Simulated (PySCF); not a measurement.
# BF₃H₃P: NMR shifts at several levels of theory, part 2 of 2

PySCF 2.14.0. Atoms count from 0. Earlier steps stand in the parts before.

**10. NMR shieldings: KT3/pcSseg-2**

The job: settings as JSON, then the geometry in Å.

```
{"job": {"kind": "nmr", "xc": "KT3", "basis": "pcSseg-2", "pop": false}, "charge": 0, "multiplicity": 1}
B      1.090424    -0.096969     0.028755
P     -0.737550     0.060326    -0.028509
F     -1.525229    -0.724667    -1.137706
F     -1.334260     1.496568    -0.244314
F     -1.553571    -0.383523     1.237540
H      1.263789    -1.285968     0.216704
H      1.374591     0.624979     0.967489
H      1.428953     0.317674    -1.064117
```

With the program's defaults for keys left out, this is: GIAO KT3/pcSseg-2 NMR shielding, non-relativistic, gas phase.

Standard output:

```text
coarse grid: 7832 points
cycle   1  E = -674.0949798044  dE =  7.111e-01  |g| = 1.098e+00  |ddm| = 2.048e+00
cycle   2  E = -673.6365322166  dE =  4.584e-01  |g| = 2.030e+00  |ddm| = 1.568e+00
cycle   3  E = -674.2929543938  dE = -6.564e-01  |g| = 1.741e-01  |ddm| = 9.982e-01
cycle   4  E = -674.3009563664  dE = -8.002e-03  |g| = 6.778e-02  |ddm| = 2.413e-01
cycle   5  E = -674.3021895757  dE = -1.233e-03  |g| = 1.871e-02  |ddm| = 7.238e-02
cycle   6  E = -674.3022766074  dE = -8.703e-05  |g| = 3.696e-03  |ddm| = 1.982e-02
cycle   7  E = -674.3022804055  dE = -3.798e-06  |g| = 6.509e-04  |ddm| = 4.224e-03
final grid: 74064 points
cycle   8  E = -674.3123174879  dE = -2.055e-04  |g| = 3.710e-02  |ddm| = 5.292e-02
cycle   9  E = -674.3118748052  dE =  4.427e-04  |g| = 6.514e-02  |ddm| = 3.891e-02
cycle  10  E = -674.3125003645  dE = -6.256e-04  |g| = 4.167e-03  |ddm| = 2.774e-02
cycle  11  E = -674.3125035258  dE = -3.161e-06  |g| = 9.078e-04  |ddm| = 3.761e-03
cycle  12  E = -674.3125037824  dE = -2.566e-07  |g| = 1.150e-04  |ddm| = 9.194e-04
cycle  13  E = -674.3125037834  dE = -1.014e-09  |g| = 9.303e-05  |ddm| = 8.694e-05
cycle  14  E = -674.3125037848  dE = -1.361e-09  |g| = 7.501e-06  |ddm| = 4.059e-05
cycle  15  E = -674.3125037848  dE = -1.114e-11  |g| = 2.232e-06  |ddm| = 6.985e-06
converged SCF energy = -674.3125037848

GIAO shielding tensors (ppm)
atom      isotropic    diamagn.    paramagn.     s11        s22        s33       span
  0 B      153.208     193.291     -40.083    150.529    151.034    158.061      7.532
  1 P      210.624     961.676    -751.052    118.061    118.794    395.018    276.957
  2 F      211.435     469.748    -258.313    109.494    179.573    345.239    235.745
  3 F      211.782     469.724    -257.943    110.968    179.159    345.218    234.250
  4 F      211.664     469.746    -258.082    110.419    179.369    345.203    234.784
  5 H       30.277      28.937       1.341     27.316     28.990     34.526      7.210
  6 H       30.264      28.955       1.309     27.302     29.034     34.455      7.152
  7 H       30.272      28.936       1.336     27.310     29.008     34.498      7.188
```

Wall time 24 s (1 thread, shared host).

This run: δ B0 -54.6, P1 110.9, F2 -64.7, H5 1.08 ppm (means over like atoms).

**11. Shielding tensors: B97-D/pcSseg-2**

Same as in step 10 but for these lines:

```diff
@@ -1,2 +1,2 @@
-{"job": {"kind": "nmr", "xc": "KT3", "basis": "pcSseg-2", "pop": false}, "charge": 0, "multiplicity": 1}
+{"job": {"kind": "nmr", "xc": "B97-D", "basis": "pcSseg-2", "pop": false}, "charge": 0, "multiplicity": 1}
 B      1.090424    -0.096969     0.028755
```

With the program's defaults for keys left out, this is: GIAO B97-D/pcSseg-2 NMR shielding, non-relativistic, gas phase.

Standard output:

```text
coarse grid: 7832 points
cycle   1  E = -667.4679355264  dE =  6.725e-01  |g| = 1.014e+00  |ddm| = 2.083e+00
cycle   2  E = -667.0833217845  dE =  3.846e-01  |g| = 1.870e+00  |ddm| = 1.512e+00
cycle   3  E = -667.6388566285  dE = -5.555e-01  |g| = 1.598e-01  |ddm| = 9.403e-01
cycle   4  E = -667.6455169803  dE = -6.660e-03  |g| = 5.752e-02  |ddm| = 2.015e-01
cycle   5  E = -667.6463313817  dE = -8.144e-04  |g| = 1.789e-02  |ddm| = 6.145e-02
cycle   6  E = -667.6464190980  dE = -8.772e-05  |g| = 2.645e-03  |ddm| = 1.732e-02
cycle   7  E = -667.6464205107  dE = -1.413e-06  |g| = 2.816e-04  |ddm| = 2.142e-03
final grid: 74064 points
cycle   8  E = -667.6337724639  dE = -3.812e-05  |g| = 2.923e-02  |ddm| = 3.016e-02
cycle   9  E = -667.6334763652  dE =  2.961e-04  |g| = 5.361e-02  |ddm| = 3.061e-02
cycle  10  E = -667.6338865476  dE = -4.102e-04  |g| = 2.568e-03  |ddm| = 2.169e-02
cycle  11  E = -667.6338878382  dE = -1.291e-06  |g| = 5.537e-04  |ddm| = 2.419e-03
cycle  12  E = -667.6338879336  dE = -9.538e-08  |g| = 5.940e-05  |ddm| = 5.328e-04
cycle  13  E = -667.6338879339  dE = -2.390e-10  |g| = 4.583e-05  |ddm| = 6.154e-05
cycle  14  E = -667.6338879342  dE = -3.590e-10  |g| = 8.649e-06  |ddm| = 2.530e-05
converged SCF energy = -667.6338879342

GIAO shielding tensors (ppm)
atom      isotropic    diamagn.    paramagn.     s11        s22        s33       span
  0 B      150.811     192.681     -41.871    148.099    148.600    155.734      7.635
  1 P      177.014     960.171    -783.157     78.082     78.833    374.125    296.043
  2 F      214.187     468.753    -254.566    113.726    183.513    345.321    231.595
  3 F      214.544     468.731    -254.187    115.186    183.136    345.311    230.125
  4 F      214.419     468.752    -254.334    114.639    183.325    345.292    230.653
  5 H       30.334      28.913       1.421     27.462     29.135     34.406      6.944
  6 H       30.321      28.927       1.394     27.448     29.178     34.337      6.889
  7 H       30.329      28.912       1.417     27.456     29.152     34.379      6.923
```

Run time: 23 s. Hardware: 1 thread, shared host.

Key values: δ B0 -54.5, P1 117.6, F2 -60.2, H5 1.07 ppm (means over like atoms).

**12. Shielding tensors: B3LYP/pcSseg-2**

Same as in step 11 but for these lines:

```diff
@@ -1,2 +1,2 @@
-{"job": {"kind": "nmr", "xc": "B97-D", "basis": "pcSseg-2", "pop": false}, "charge": 0, "multiplicity": 1}
+{"job": {"kind": "nmr", "xc": "B3LYP", "basis": "pcSseg-2", "pop": false}, "charge": 0, "multiplicity": 1}
 B      1.090424    -0.096969     0.028755
```

Level: GIAO B3LYP/pcSseg-2 NMR shielding, non-relativistic, gas phase.

Standard output:

```text
coarse grid: 7832 points
cycle   1  E = -667.6844412686  dE =  6.802e-01  |g| = 9.272e-01  |ddm| = 2.026e+00
cycle   2  E = -667.5187453345  dE =  1.657e-01  |g| = 1.419e+00  |ddm| = 1.237e+00
cycle   3  E = -667.8276302399  dE = -3.089e-01  |g| = 1.106e-01  |ddm| = 6.964e-01
cycle   4  E = -667.8304762918  dE = -2.846e-03  |g| = 3.193e-02  |ddm| = 1.181e-01
cycle   5  E = -667.8307319193  dE = -2.556e-04  |g| = 6.674e-03  |ddm| = 3.213e-02
cycle   6  E = -667.8307444740  dE = -1.255e-05  |g| = 9.715e-04  |ddm| = 6.500e-03
cycle   7  E = -667.8307446371  dE = -1.631e-07  |g| = 1.686e-04  |ddm| = 5.876e-04
final grid: 74064 points
cycle   8  E = -667.8259971839  dE = -3.706e-05  |g| = 2.225e-03  |ddm| = 2.081e-02
cycle   9  E = -667.8259966936  dE =  4.902e-07  |g| = 2.812e-03  |ddm| = 2.045e-03
cycle  10  E = -667.8259978564  dE = -1.163e-06  |g| = 4.220e-04  |ddm| = 1.355e-03
cycle  11  E = -667.8259978811  dE = -2.469e-08  |g| = 7.807e-05  |ddm| = 1.933e-04
cycle  12  E = -667.8259978826  dE = -1.434e-09  |g| = 2.213e-05  |ddm| = 7.823e-05
cycle  13  E = -667.8259978827  dE = -1.012e-10  |g| = 1.125e-05  |ddm| = 1.828e-05
converged SCF energy = -667.8259978827

GIAO shielding tensors (ppm)
atom      isotropic    diamagn.    paramagn.     s11        s22        s33       span
  0 B      151.117     190.861     -39.744    148.405    148.926    156.020      7.615
  1 P      162.481     958.345    -795.864     56.100     56.960    374.382    318.283
  2 F      218.941     468.534    -249.593    116.758    189.570    350.496    233.739
  3 F      219.289     468.515    -249.226    118.209    189.166    350.492    232.283
  4 F      219.168     468.535    -249.366    117.666    189.369    350.470    232.804
  5 H       30.325      28.638       1.687     27.373     29.063     34.540      7.168
  6 H       30.315      28.649       1.666     27.363     29.112     34.470      7.107
  7 H       30.321      28.636       1.685     27.368     29.083     34.513      7.145
```

Wall time 15 s (1 thread, shared host).

Key values: δ B0 -54.7, P1 120.8, F2 -49.4, H5 1.07 ppm (means over like atoms).

**13. NMR shieldings: PBE0/pcSseg-2**

Same as in step 12 but for these lines:

```diff
@@ -1,2 +1,2 @@
-{"job": {"kind": "nmr", "xc": "B3LYP", "basis": "pcSseg-2", "pop": false}, "charge": 0, "multiplicity": 1}
+{"job": {"kind": "nmr", "xc": "PBE0", "basis": "pcSseg-2", "pop": false}, "charge": 0, "multiplicity": 1}
 B      1.090424    -0.096969     0.028755
```

With the program's defaults for keys left out, this is: GIAO PBE0/pcSseg-2 NMR shielding, non-relativistic, gas phase.

Standard output:

```text
coarse grid: 7832 points
cycle   1  E = -667.2177616881  dE =  6.802e-01  |g| = 8.581e-01  |ddm| = 2.027e+00
cycle   2  E = -667.1164390694  dE =  1.013e-01  |g| = 1.205e+00  |ddm| = 1.113e+00
cycle   3  E = -667.3423800143  dE = -2.259e-01  |g| = 9.430e-02  |ddm| = 6.072e-01
cycle   4  E = -667.3443221266  dE = -1.942e-03  |g| = 2.572e-02  |ddm| = 9.376e-02
cycle   5  E = -667.3444879465  dE = -1.658e-04  |g| = 5.203e-03  |ddm| = 2.548e-02
cycle   6  E = -667.3444957255  dE = -7.779e-06  |g| = 8.068e-04  |ddm| = 5.037e-03
final grid: 74064 points
cycle   7  E = -667.3462932394  dE = -5.529e-05  |g| = 3.931e-03  |ddm| = 2.222e-02
cycle   8  E = -667.3462932256  dE =  1.382e-08  |g| = 4.050e-03  |ddm| = 6.266e-03
cycle   9  E = -667.3462969364  dE = -3.711e-06  |g| = 4.541e-04  |ddm| = 3.242e-03
cycle  10  E = -667.3462969609  dE = -2.452e-08  |g| = 2.217e-04  |ddm| = 3.392e-04
cycle  11  E = -667.3462969707  dE = -9.722e-09  |g| = 3.575e-05  |ddm| = 1.603e-04
cycle  12  E = -667.3462969709  dE = -2.692e-10  |g| = 7.318e-06  |ddm| = 2.942e-05
converged SCF energy = -667.3462969709

GIAO shielding tensors (ppm)
atom      isotropic    diamagn.    paramagn.     s11        s22        s33       span
  0 B      154.872     192.560     -37.688    152.262    152.759    159.597      7.335
  1 P      178.675     958.771    -780.096     73.491     74.373    388.163    314.672
  2 F      220.630     467.682    -247.052    118.288    193.367    350.234    231.946
  3 F      220.947     467.665    -246.718    119.711    192.929    350.201    230.490
  4 F      220.840     467.683    -246.843    119.177    193.151    350.191    231.014
  5 H       30.167      28.554       1.613     27.094     28.810     34.598      7.504
  6 H       30.158      28.569       1.589     27.086     28.863     34.524      7.438
  7 H       30.164      28.554       1.610     27.090     28.832     34.569      7.479
```

It took 15 s on 1 thread, shared host.

Key values: δ B0 -55.8, P1 117.9, F2 -45.0, H5 1.08 ppm (means over like atoms).

**14. Shielding tensors: mPW1PW91/pcSseg-2**

Same as in step 13 but for these lines:

```diff
@@ -1,2 +1,2 @@
-{"job": {"kind": "nmr", "xc": "PBE0", "basis": "pcSseg-2", "pop": false}, "charge": 0, "multiplicity": 1}
+{"job": {"kind": "nmr", "xc": "mPW1PW91", "basis": "pcSseg-2", "pop": false}, "charge": 0, "multiplicity": 1}
 B      1.090424    -0.096969     0.028755
```

Method: GIAO mPW1PW91/pcSseg-2 NMR shielding, non-relativistic, gas phase.

Standard output:

```text
coarse grid: 7832 points
cycle   1  E = -667.6036030645  dE =  6.808e-01  |g| = 8.772e-01  |ddm| = 2.023e+00
cycle   2  E = -667.4952928240  dE =  1.083e-01  |g| = 1.241e+00  |ddm| = 1.118e+00
cycle   3  E = -667.7322808815  dE = -2.370e-01  |g| = 9.453e-02  |ddm| = 6.128e-01
cycle   4  E = -667.7342766386  dE = -1.996e-03  |g| = 2.574e-02  |ddm| = 9.506e-02
cycle   5  E = -667.7344438892  dE = -1.673e-04  |g| = 5.159e-03  |ddm| = 2.541e-02
cycle   6  E = -667.7344514235  dE = -7.534e-06  |g| = 7.689e-04  |ddm| = 4.936e-03
final grid: 74064 points
cycle   7  E = -667.7336996658  dE = -4.651e-05  |g| = 3.379e-03  |ddm| = 1.975e-02
cycle   8  E = -667.7336996914  dE = -2.559e-08  |g| = 3.414e-03  |ddm| = 5.298e-03
cycle   9  E = -667.7337022466  dE = -2.555e-06  |g| = 4.146e-04  |ddm| = 2.730e-03
cycle  10  E = -667.7337022658  dE = -1.924e-08  |g| = 1.990e-04  |ddm| = 2.822e-04
cycle  11  E = -667.7337022734  dE = -7.612e-09  |g| = 3.128e-05  |ddm| = 1.436e-04
cycle  12  E = -667.7337022736  dE = -2.101e-10  |g| = 6.851e-06  |ddm| = 2.599e-05
converged SCF energy = -667.7337022736

GIAO shielding tensors (ppm)
atom      isotropic    diamagn.    paramagn.     s11        s22        s33       span
  0 B      154.246     192.563     -38.317    151.665    152.168    158.906      7.241
  1 P      176.255     958.906    -782.651     70.567     71.449    386.749    316.182
  2 F      221.736     467.788    -246.052    119.418    194.678    351.112    231.694
  3 F      222.067     467.771    -245.704    120.851    194.272    351.079    230.227
  4 F      221.954     467.790    -245.836    120.314    194.480    351.069    230.755
  5 H       30.223      28.622       1.601     27.174     28.880     34.613      7.439
  6 H       30.213      28.639       1.575     27.166     28.932     34.541      7.374
  7 H       30.219      28.622       1.597     27.170     28.902     34.585      7.414
```

It took 15 s on 1 thread, shared host.

This run: δ B0 -55.1, P1 118.7, F2 -44.7, H5 1.07 ppm (means over like atoms).

**15. Run by run: NMR shifts**

Shifts (ppm), means over like atoms, with basis size and wall time (the measured row can stand on another reference than the computed rows):

| run | H5 | B0 | P1 | F2 | functions | time |
| --- | --- | --- | --- | --- | --- | --- |
| HF/pcSseg-2 | 0.90 | -45.9 | 105.0 | -29.8 | 229 | 8.9 s |
| LDA/pcSseg-2 | 1.21 | -60.7 | 126.8 | -50.7 | 229 | 19 s |
| PBE/pcSseg-2 | 1.13 | -58.8 | 120.9 | -56.8 | 229 | 23 s |
| BLYP/pcSseg-2 | 1.10 | -57.0 | 123.2 | -59.9 | 229 | 23 s |
| BP86/pcSseg-2 | 1.13 | -57.6 | 121.7 | -57.5 | 229 | 23 s |
| OPBE/pcSseg-2 | 1.11 | -57.2 | 114.0 | -55.1 | 229 | 23 s |
| KT2/pcSseg-2 | 1.14 | -55.9 | 113.2 | -65.0 | 229 | 24 s |
| KT3/pcSseg-2 | 1.08 | -54.6 | 110.9 | -64.7 | 229 | 24 s |
| B97-D/pcSseg-2 | 1.07 | -54.5 | 117.6 | -60.2 | 229 | 23 s |
| B3LYP/pcSseg-2 | 1.07 | -54.7 | 120.8 | -49.4 | 229 | 15 s |
| PBE0/pcSseg-2 | 1.08 | -55.8 | 117.9 | -45.0 | 229 | 15 s |
| mPW1PW91/pcSseg-2 | 1.07 | -55.1 | 118.7 | -44.7 | 229 | 15 s |
| measured | – | – | 107.0 | – | – | – |

Measured: O. Kühl, Phosphorus-31 NMR Spectroscopy, Springer 2008, chapter 6 (publisher's sample).

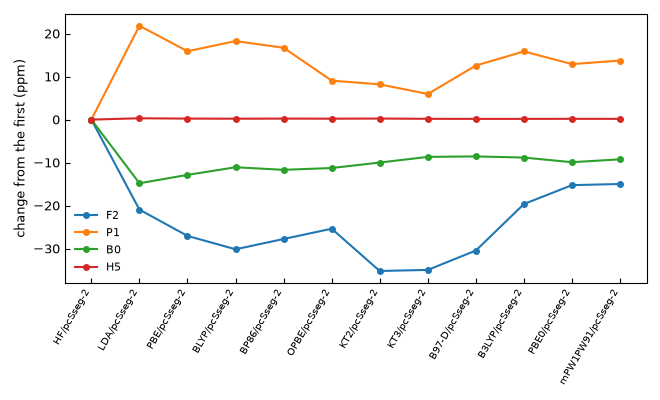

How the tabulated atoms move from run to run.

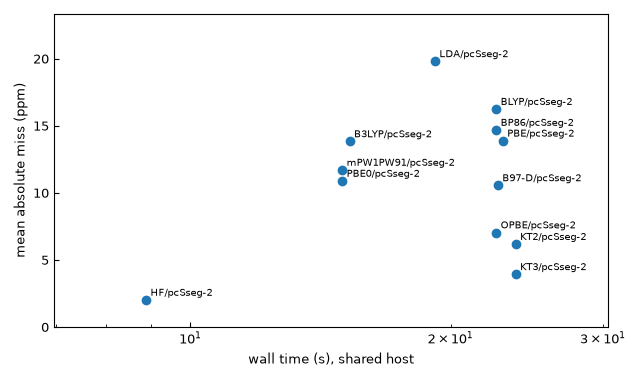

Cost against miss for the one measured ³¹P shift.

**16. What came out**

The summary covers parts 1 to 2.

| quantity | value |
| --- | --- |
| point group | C3v |
| rotational constants (main isotopes) | 4.44, 3.72, 3.71 GHz |
| ¹H shifts against TMS (HF/pcSseg-2, means over atoms taken as alike) | 0.90 ppm |
| ¹¹B shifts against BF3·OEt2 (HF/pcSseg-2) | -45.9 ppm |
| ³¹P shifts against H3PO4 (HF/pcSseg-2) | 105.0 ppm |
| ¹⁹F shifts against CFCl3 (HF/pcSseg-2, means over atoms taken as alike) | -29.8 ppm |
| measured, and computed on the same scale | P1 δ 107.0, 105.0 ppm |
| range of the shift of F2 | -65.0 to -29.8 ppm |

What this shows: Single values in the summary come from the first run of each kind that ended normally (HF/pcSseg-2), which need not be the best level. Relaxing lowered the energy by 0.221 eV in 13 steps; the close pair that moved most is B0–H6, from 1.181 to 1.218 Å. No frequency check was run at this level, so the end point may be a saddle. At HF/pcSseg-2: Shielding is most anisotropic at P1 (span 345 ppm, paramagnetic term -716 ppm). The one measured ³¹P shift is missed by -2.0 ppm (computed less measured, unscaled). Vibration, temperature and solvent are missing from the calculation, so part of the miss against the measured shifts is not the functional's. Across the 12 runs the shift of F2 (with its like atoms) moves most, between -65.0 (KT2/pcSseg-2) and -29.8 ppm (HF/pcSseg-2). For the one measured ³¹P shift, HF/pcSseg-2 misses least (2.0 ppm, 8.9 s) and LDA/pcSseg-2 most (19.8 ppm, 19 s). One molecule ranks no method: errors cancel, and vibration and temperature are missing from all runs.
